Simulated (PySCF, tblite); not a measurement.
# 3-isocyanoprop-1-ene (C4H5N): isotopologues and vibrational averages

How do isotopes change the rotational constants and shieldings of 3-isocyanoprop-1-ene (C4H5N) (`[C-]#[N+]CC=C`)?

Computed with tblite 0.8.0 (tight binding) and PySCF 2.14.0 (DFT, with response routines of our own); each step states its level. Atoms count from 0 throughout.

## 1. The starting structure

10 atoms, charge 0, multiplicity 1; geometry from: force field or distance geometry start.

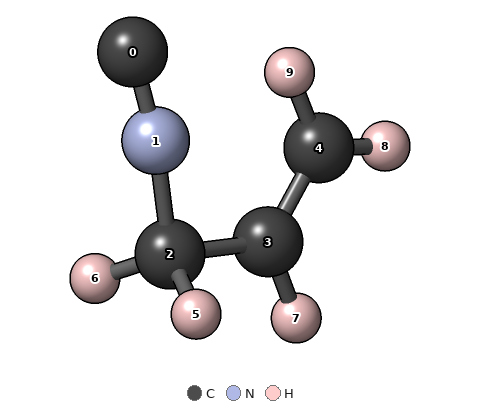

The starting geometry (carbon dark grey, nitrogen light blue, hydrogen pink), atoms numbered.

## 2. GFN2-xTB relaxation, lowest of a short conformer search

What the job is given:

```
{"job": {"xc": "GFN2-xTB", "basis": "xTB", "kind": "relax"}, "charge": 0, "multiplicity": 1}
C      1.510400     1.195300    -1.578800
N      1.032700     0.301100    -1.064500
C      0.591400    -0.864600    -0.329100
C     -0.544500    -0.352900     0.505200
C     -0.934000     0.886800     0.648000
H      0.188700    -1.635200    -1.062100
H      1.380400    -1.210900     0.307100
H     -1.063400    -1.059700     1.191400
H     -1.719400     1.168500     1.286500
H     -0.406700     1.590300     0.006200
```

Command:

```console
$ OMP_NUM_THREADS=1 python ens_run.py task.json out
```

This one command runs the whole study; its stages follow in the order run.

What it wrote:

```text
step      E/eV     max force
  0    -378.40469    4.296
  1    -378.32335    7.838
  2    -378.64721    0.931
  3    -378.68599    0.774
  4    -378.72142    0.719
  5    -378.74230    0.469
  6    -378.74849    0.251
  7    -378.75956    0.455
  8    -378.76765    0.402
  9    -378.77094    0.168
 10    -378.77283    0.156
 11    -378.77458    0.203
 12    -378.77671    0.249
 13    -378.77914    0.176
 14    -378.78162    0.153
 15    -378.78355    0.139
 16    -378.78469    0.123
 17    -378.78541    0.077
 18    -378.78610    0.083
 19    -378.78686    0.091
 20    -378.78756    0.107
 21    -378.78800    0.073
 22    -378.78823    0.038
 23    -378.78841    0.045
 24    -378.78861    0.052
 25    -378.78875    0.043
 26    -378.78883    0.022
 27    -378.78888    0.023
 28    -378.78895    0.027
 29    -378.78900    0.028
 30    -378.78903    0.014
 31    -378.78904    0.007
 32    -378.78905    0.007
 33    -378.78905    0.008
 34    -378.78906    0.006
 35    -378.78906    0.006
 36    -378.78906    0.006
 37    -378.78907    0.006
 38    -378.78907    0.007
 39    -378.78907    0.004
 40    -378.78907    0.002
```

It took 0.26 s on 1 thread of Arm Neoverse N1, shared host.

The energy fell by 0.384 eV, and the atoms moved 0.11 Å (root mean square).

## 3. Tight optimisation and Hessian

What the job is given:

```
{"job": {"xc": "B3LYP", "basis": "pcSseg-1", "grid": 2, "temperatures": [100, 298.15], "kind": "geom"}, "charge": 0, "multiplicity": 1}
C      1.601528     1.099234    -1.703883
N      1.142936     0.228655    -1.085730
C      0.572717    -0.800871    -0.331367
C     -0.549362    -0.336740     0.557711
C     -0.974578     0.906738     0.663119
H      0.198538    -1.568201    -1.021850
H      1.360835    -1.255912     0.283158
H     -1.000519    -1.135832     1.130459
H     -1.783900     1.171056     1.320831
H     -0.532665     1.710490     0.097441
```

What it wrote:

```text
step   0  E = -5716.9385370 eV  max force = 0.61996
step   1  E = -5716.9646633 eV  max force = 0.05520
step   2  E = -5716.9643530 eV  max force = 0.03382
step   3  E = -5716.9651032 eV  max force = 0.01226
step   4  E = -5716.9651134 eV  max force = 0.00294
step   5  E = -5716.9651139 eV  max force = 0.00060
step   6  E = -5716.9651139 eV  max force = 0.00060
step   7  E = -5716.9651139 eV  max force = 0.00012
harmonic wavenumbers (cm-1): 158.7 158.7 282.0 342.4 568.8 615.0 878.7 962.4 970.6 996.5 1025.6 1102.9 1275.2 1321.7 1373.5 1437.7 1471.8 1715.8 2231.5 3020.8 3051.6 3134.8 3145.6 3223.7
```

Run time: 11 min. Hardware: 1 thread of Arm Neoverse N1, shared host; peak memory 0.6 GiB.

## 4. Displacements along the modes, parent

What the job is given:

```
{"job": {"xc": "B3LYP", "basis": "pcSseg-1", "grid": 2, "temperatures": [100, 298.15], "kind": "vib", "mass_numbers": [12, 14, 12, 12, 12, 1, 1, 1, 1, 1]}, "charge": 0, "multiplicity": 1}
C      1.647863     1.096712    -1.730658
N      1.168828     0.233116    -1.103999
C      0.571214    -0.802325    -0.332084
C     -0.548613    -0.330829     0.561190
C     -0.992014     0.914374     0.671804
H      0.200244    -1.572552    -1.021032
H      1.356309    -1.276038     0.271864
H     -1.000656    -1.130053     1.149010
H     -1.808673     1.156079     1.346643
H     -0.558970     1.730134     0.097151
```

What it wrote:

```text
mode    cm-1    km/mol   phi_rrr   E(+)/cm-1  E(-)/cm-1
  1    158.69     1.99     -15.1      29.86      31.19
  2    158.72     2.62      14.3      33.32      32.44
  3    281.99     2.37      -0.7      52.89      52.81
  4    342.36     0.94     -42.4      60.59      63.74
  5    568.83    14.63       0.2     104.79     104.98
  6    615.05     4.43     -18.5     110.38     111.62
  7    878.70     1.88     123.2     162.66     153.82
  8    962.37    42.58      -0.5     175.18     175.33
  9    970.61    12.72      54.1     176.95     173.05
 10    996.48     0.79      -0.6     179.75     179.84
 11   1025.56    23.09       0.6     185.98     185.99
 12   1102.87     5.71      -9.5     198.38     198.97
 13   1275.15     0.24       1.5     229.99     229.98
 14   1321.73     0.45     -72.9     235.72     241.07
 15   1373.48    10.89     -84.4     244.71     250.72
 16   1437.66     6.63      66.6     261.47     256.56
 17   1471.76    17.02      70.8     267.63     262.46
 18   1715.76     7.25    -355.6     296.55     322.11
 19   2231.46   132.78     607.8     424.42     380.69
 20   3020.83    11.40    1340.3     594.65     498.31
 21   3051.56     5.02       1.6     552.41     552.32
 22   3134.77     3.32     467.2     582.83     549.25
 23   3145.56     6.12    1366.9     618.31     520.11
 24   3223.65     3.33     258.6     592.50     573.87
```

Wall time 12 min (1 thread of Arm Neoverse N1, shared host); peak memory 0.6 GiB.

## 5. Displacements along the modes, 2H at atom 9

Changed since step 4:

```diff
@@ -1,2 +1,2 @@
-{"job": {"xc": "B3LYP", "basis": "pcSseg-1", "grid": 2, "temperatures": [100, 298.15], "kind": "vib", "mass_numbers": [12, 14, 12, 12, 12, 1, 1, 1, 1, 1]}, "charge": 0, "multiplicity": 1}
+{"job": {"xc": "B3LYP", "basis": "pcSseg-1", "grid": 2, "temperatures": [100, 298.15], "kind": "vib", "mass_numbers": [12, 14, 12, 12, 12, 1, 1, 1, 1, 2]}, "charge": 0, "multiplicity": 1}
 C      1.647863     1.096712    -1.730658
```

What it wrote:

```text
mode    cm-1    km/mol   phi_rrr   E(+)/cm-1  E(-)/cm-1
  1    147.75     2.96      -0.1      30.77      30.95
  2    155.82     1.97     -13.9      29.46      30.64
  3    281.50     2.29       0.6      52.74      52.82
  4    327.89     0.72     -39.1      58.14      61.04
  5    533.94     8.10      -0.0      97.54      97.71
  6    576.88     3.36      10.5     104.46     103.79
  7    830.75    50.95      -0.4     150.62     150.61
  8    874.44     3.18     119.6     161.77     153.19
  9    921.42     9.55     -10.9     165.65     166.42
 10    983.34     4.91      -0.6     177.56     177.73
 11   1016.58     6.67      -0.5     183.96     183.95
 12   1046.66    10.15      70.2     190.95     185.95
 13   1240.04     0.29     -39.4     222.29     225.09
 14   1275.13     0.19      -1.5     229.97     229.99
 15   1366.85     8.41      11.5     246.91     245.91
 16   1374.34     7.96      91.1     251.02     244.48
 17   1471.00    15.40     -71.9     262.28     267.55
 18   1689.46     5.20     349.2     317.13     292.04
 19   2231.46   132.75     607.8     424.42     380.69
 20   2342.34     0.33   -1181.6     382.08     466.91
 21   3020.86    11.34    1340.6     594.67     498.31
 22   3051.56     5.02       1.6     552.41     552.32
 23   3141.22     7.77   -1816.0     505.46     635.80
 24   3189.83     4.56   -1842.2     513.15     645.39
```

Run time: 12 min. Hardware: 1 thread of Arm Neoverse N1, shared host; peak memory 0.61 GiB.

## 6. Vibrational averages by isotopologue

What the job is given:

```
{"job": {"xc": "B3LYP", "basis": "pcSseg-1", "grid": 2, "temperatures": [100, 298.15], "kind": "iso"}, "charge": 0, "multiplicity": 1}
C      1.647863     1.096712    -1.730658
N      1.168828     0.233116    -1.103999
C      0.571214    -0.802325    -0.332084
C     -0.548613    -0.330829     0.561190
C     -0.992014     0.914374     0.671804
H      0.200244    -1.572552    -1.021032
H      1.356309    -1.276038     0.271864
H     -1.000656    -1.130053     1.149010
H     -1.808673     1.156079     1.346643
H     -0.558970     1.730134     0.097151
```

What it wrote:

```text
parent
  Be/MHz 11717.091 3902.304 2981.246
  B0/MHz 11701.09 3866.696 2957.62
  ZPE/cm-1 17232.8
  <sigma>(0 K)/ppm -7.596 73.783 129.364 38.260 52.389 26.796 26.796 25.333 25.393 25.017
2H at atom 9
  Be/MHz 11017.427 3883.95 2923.454
  B0/MHz 10993.445 3852.003 2901.989
  ZPE/cm-1 16545.5
  <sigma>(0 K)/ppm -7.575 73.783 129.375 38.358 52.698 26.796 26.796 25.341 25.408 25.098
```

It took 36 min on 1 thread of Arm Neoverse N1, shared host; peak memory 0.61 GiB. This counts the whole study up to here.

Rotational constants (MHz) at equilibrium and in the ground state:

| isotopologue | Be | B0 | zero-point change (cm⁻¹) |
| --- | --- | --- | --- |
| parent | 11717.1, 3902.3, 2981.2 | 11701.1, 3866.7, 2957.6 | 0.0 |
| 2H at atom 9 | 11017.4, 3883.9, 2923.5 | 10993.4, 3852.0, 2902.0 | -687.3 |

Shieldings of the first species (ppm): at equilibrium, the vibrational parts at 0 K, and the averages:

| atom | equilibrium | anharmonic | harmonic | 0 K | 100 K | 298.15 K |
| --- | --- | --- | --- | --- | --- | --- |
| C0 | -3.36 | 0.82 | -5.06 | -7.60 | -7.75 | -9.60 |
| N1 | 78.02 | 0.97 | -5.20 | 73.78 | 73.62 | 72.19 |
| C2 | 133.73 | -1.19 | -3.18 | 129.36 | 129.35 | 129.24 |
| C3 | 42.89 | -0.68 | -3.96 | 38.26 | 38.20 | 37.81 |
| C4 | 56.69 | -0.37 | -3.93 | 52.39 | 52.33 | 51.81 |
| H5 | 27.45 | -0.15 | -0.51 | 26.80 | 26.79 | 26.79 |
| H6 | 27.45 | -0.15 | -0.51 | 26.80 | 26.79 | 26.79 |
| H7 | 25.84 | -0.02 | -0.49 | 25.33 | 25.33 | 25.31 |
| H8 | 25.87 | -0.04 | -0.43 | 25.39 | 25.39 | 25.37 |
| H9 | 25.51 | 0.02 | -0.51 | 25.02 | 25.02 | 25.00 |

Isotope effects on the shieldings at 0 K (ppb; positive means more shielded):

| atom | 2H at atom 9 |
| --- | --- |
| C0 | 21 |
| N1 | -1 |
| C2 | 10 |
| C3 | 99 |
| C4 | 309 |
| H5 | 1 |
| H6 | 1 |
| H7 | 8 |
| H8 | 15 |
| H9 | 81 |

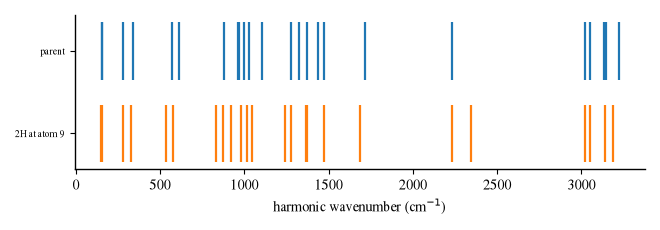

Harmonic wavenumbers of each isotopologue.

## 7. Tight optimisation and Hessian, xc KT3; basis def2-SVP; hess_step 0.02

What the job is given:

```
{"job": {"xc": "KT3", "basis": "def2-SVP", "grid": 2, "temperatures": [100, 298.15], "j": false, "hess_step": 0.02, "kind": "geom"}, "charge": 0, "multiplicity": 1}
C      1.601528     1.099234    -1.703883
N      1.142936     0.228655    -1.085730
C      0.572717    -0.800871    -0.331367
C     -0.549362    -0.336740     0.557711
C     -0.974578     0.906738     0.663119
H      0.198538    -1.568201    -1.021850
H      1.360835    -1.255912     0.283158
H     -1.000519    -1.135832     1.130459
H     -1.783900     1.171056     1.320831
H     -0.532665     1.710490     0.097441
```

What it wrote:

```text
step   0  E = -5804.4157109 eV  max force = 1.66526
step   1  E = -5804.4570715 eV  max force = 0.06537
step   2  E = -5804.4566395 eV  max force = 0.04514
step   3  E = -5804.4574720 eV  max force = 0.01401
step   4  E = -5804.4574816 eV  max force = 0.00315
step   5  E = -5804.4574820 eV  max force = 0.00030
step   6  E = -5804.4574820 eV  max force = 0.00030
step   7  E = -5804.4574820 eV  max force = 0.00005
harmonic wavenumbers (cm-1): 146.9 155.8 272.6 327.9 547.8 603.7 884.9 924.8 967.1 968.9 1007.2 1086.3 1245.2 1294.1 1344.8 1408.0 1432.2 1711.6 2196.4 3045.3 3084.2 3171.2 3188.3 3278.9
```

Run time: 10 min. Hardware: 1 thread of Arm Neoverse N1, shared host; peak memory 0.46 GiB.

## 8. Displacements along the modes, xc KT3; basis def2-SVP; hess_step 0.02; parent

What the job is given:

```
{"job": {"xc": "KT3", "basis": "def2-SVP", "grid": 2, "temperatures": [100, 298.15], "j": false, "hess_step": 0.02, "kind": "vib", "mass_numbers": [12, 14, 12, 12, 12, 1, 1, 1, 1, 1]}, "charge": 0, "multiplicity": 1}
C      1.642013     1.106283    -1.728372
N      1.166015     0.225837    -1.099771
C      0.569777    -0.799706    -0.331296
C     -0.545888    -0.333196     0.559155
C     -0.991268     0.918578     0.670379
H      0.201137    -1.574139    -1.015553
H      1.351525    -1.278872     0.271314
H     -0.996198    -1.132031     1.144917
H     -1.806674     1.157007     1.344688
H     -0.554910     1.728856     0.094427
```

What it wrote:

```text
mode    cm-1    km/mol   phi_rrr   E(+)/cm-1  E(-)/cm-1
  1    146.91     2.20      10.9      30.19      29.30
  2    155.76     2.74       4.5      34.26      33.99
  3    272.64     1.50      -1.5      52.02      52.06
  4    327.86     0.64      35.4      61.35      58.79
  5    547.76    10.64      -0.7     102.16     102.28
  6    603.68     3.14     -12.2     108.77     109.60
  7    884.86     1.24     123.1     163.79     154.94
  8    924.85    28.78      -0.6     169.58     169.66
  9    967.08     1.95      -0.7     174.85     174.93
 10    968.89     7.76      22.9     175.75     174.09
 11   1007.25    18.14      -0.1     183.13     183.13
 12   1086.30     5.27     -27.4     194.81     196.73
 13   1245.22     0.09       2.0     225.11     224.99
 14   1294.09     0.54     -68.4     231.30     236.27
 15   1344.76    16.04      85.2     245.96     239.84
 16   1407.98     3.61      65.2     256.27     251.54
 17   1432.24    16.20     -63.5     256.05     260.66
 18   1711.65     7.37     368.0     321.69     295.20
 19   2196.36   114.57     602.6     417.85     374.49
 20   3045.35    13.26   -1382.7     501.40     600.75
 21   3084.18     4.14      -4.9     558.25     558.57
 22   3171.24     2.25    -996.7     537.14     608.78
 23   3188.29     7.00   -1682.9     518.00     638.80
 24   3278.85     2.35    -278.7     583.26     603.28
```

It took 9.8 min on 1 thread of Arm Neoverse N1, shared host; peak memory 0.46 GiB.

## 9. Displacements along the modes, xc KT3; basis def2-SVP; hess_step 0.02; 2H at atom 9

Changed since step 8:

```diff
@@ -1,2 +1,2 @@
-{"job": {"xc": "KT3", "basis": "def2-SVP", "grid": 2, "temperatures": [100, 298.15], "j": false, "hess_step": 0.02, "kind": "vib", "mass_numbers": [12, 14, 12, 12, 12, 1, 1, 1, 1, 1]}, "charge": 0, "multiplicity": 1}
+{"job": {"xc": "KT3", "basis": "def2-SVP", "grid": 2, "temperatures": [100, 298.15], "j": false, "hess_step": 0.02, "kind": "vib", "mass_numbers": [12, 14, 12, 12, 12, 1, 1, 1, 1, 2]}, "charge": 0, "multiplicity": 1}
 C      1.642013     1.106283    -1.728372
```

What it wrote:

```text
mode    cm-1    km/mol   phi_rrr   E(+)/cm-1  E(-)/cm-1
  1    143.85     2.43     -17.1      28.34      29.65
  2    145.42     2.82      21.3      30.79      29.26
  3    272.15     1.43       1.5      51.99      51.95
  4    313.63     0.48     -31.9      56.39      58.70
  5    514.29     6.07      -0.8      94.86      94.97
  6    565.34     2.32      -5.2     102.15     102.48
  7    804.76    36.37      -0.5     146.71     146.73
  8    880.13     3.05    -118.4     154.31     162.82
  9    910.32     5.89     -26.4     163.29     165.18
 10    960.66     4.57      -0.9     173.96     174.06
 11    982.68     4.64       0.1     178.79     178.76
 12   1046.46     7.04      91.3     191.73     185.18
 13   1211.39     0.34     -32.3     217.59     219.90
 14   1245.21     0.07       2.1     225.11     224.98
 15   1336.03    10.77       0.1     241.15     241.07
 16   1349.08     8.44     -92.7     240.03     246.71
 17   1430.77    14.67     -68.6     255.64     260.62
 18   1687.05     5.81     357.0     316.84     291.14
 19   2196.35   114.55     602.6     417.85     374.49
 20   2373.74     0.34    1215.1     473.93     386.68
 21   3045.37    13.19   -1383.0     501.39     600.77
 22   3084.18     4.13      -4.9     558.25     558.57
 23   3184.87     7.63   -1897.5     510.85     646.97
 24   3237.73     3.48   -1913.4     519.59     656.87
```

Wall time 9.5 min (1 thread of Arm Neoverse N1, shared host); peak memory 0.46 GiB.

## 10. Vibrational averages by isotopologue, second settings

What the job is given:

```
{"job": {"xc": "KT3", "basis": "def2-SVP", "grid": 2, "temperatures": [100, 298.15], "j": false, "hess_step": 0.02, "kind": "iso"}, "charge": 0, "multiplicity": 1}
C      1.642013     1.106283    -1.728372
N      1.166015     0.225837    -1.099771
C      0.569777    -0.799706    -0.331296
C     -0.545888    -0.333196     0.559155
C     -0.991268     0.918578     0.670379
H      0.201137    -1.574139    -1.015553
H      1.351525    -1.278872     0.271314
H     -0.996198    -1.132031     1.144917
H     -1.806674     1.157007     1.344688
H     -0.554910     1.728856     0.094427
```

What it wrote:

```text
parent
  Be/MHz 11653.405 3921.721 2987.871
  B0/MHz 11639.831 3887.872 2965.226
  ZPE/cm-1 17147.0
  <sigma>(0 K)/ppm 34.137 104.774 145.911 68.953 81.162 26.912 26.913 25.608 25.760 25.335
2H at atom 9
  Be/MHz 10962.509 3903.578 2930.147
  B0/MHz 10942.885 3872.619 2909.338
  ZPE/cm-1 16460.7
  <sigma>(0 K)/ppm 34.154 104.778 145.927 69.040 81.451 26.912 26.913 25.618 25.777 25.420
```

Run time: 30 min. Hardware: 1 thread of Arm Neoverse N1, shared host; peak memory 0.61 GiB. This counts the runs that the step sums up.

Rotational constants (MHz) at equilibrium and in the ground state:

| isotopologue | Be | B0 | zero-point change (cm⁻¹) |
| --- | --- | --- | --- |
| parent | 11653.4, 3921.7, 2987.9 | 11639.8, 3887.9, 2965.2 | 0.0 |
| 2H at atom 9 | 10962.5, 3903.6, 2930.1 | 10942.9, 3872.6, 2909.3 | -686.3 |

Shieldings of the first species (ppm): at equilibrium, the vibrational parts at 0 K, and the averages:

| atom | equilibrium | anharmonic | harmonic | 0 K | 100 K | 298.15 K |
| --- | --- | --- | --- | --- | --- | --- |
| C0 | 37.68 | 0.69 | -4.23 | 34.14 | 33.97 | 32.23 |
| N1 | 108.50 | 0.90 | -4.62 | 104.77 | 104.63 | 103.42 |
| C2 | 149.96 | -1.07 | -2.98 | 145.91 | 145.89 | 145.74 |
| C3 | 73.01 | -0.62 | -3.43 | 68.95 | 68.90 | 68.54 |
| C4 | 84.94 | -0.31 | -3.47 | 81.16 | 81.11 | 80.65 |
| H5 | 27.58 | -0.13 | -0.53 | 26.91 | 26.91 | 26.90 |
| H6 | 27.58 | -0.14 | -0.53 | 26.91 | 26.91 | 26.90 |
| H7 | 26.13 | -0.02 | -0.50 | 25.61 | 25.61 | 25.58 |
| H8 | 26.24 | -0.03 | -0.45 | 25.76 | 25.76 | 25.74 |
| H9 | 25.85 | 0.03 | -0.54 | 25.34 | 25.33 | 25.31 |

Isotope effects on the shieldings at 0 K (ppb; positive means more shielded):

| atom | 2H at atom 9 |
| --- | --- |
| C0 | 17 |
| N1 | 4 |
| C2 | 16 |
| C3 | 87 |
| C4 | 288 |
| H5 | 0 |
| H6 | 0 |
| H7 | 10 |
| H8 | 17 |
| H9 | 85 |

## 11. What came out

```
                  quantity                        value
               point group                           Cs
   B0 of the first species  11701.1, 3866.7, 2957.6 MHz
         zero-point energy                   17233 cm⁻¹
zero-point change of σ(C3)                    -4.63 ppm
```

In words: Zero-point motion changes the shielding of C3 most, by -4.63 ppm. The largest secondary isotope effect is 309 ppb on C4, 1 bond from the change (2H at atom 9). The job flags a low mode; perturbation theory is less sure for low modes. Internal rotors are held in one well.
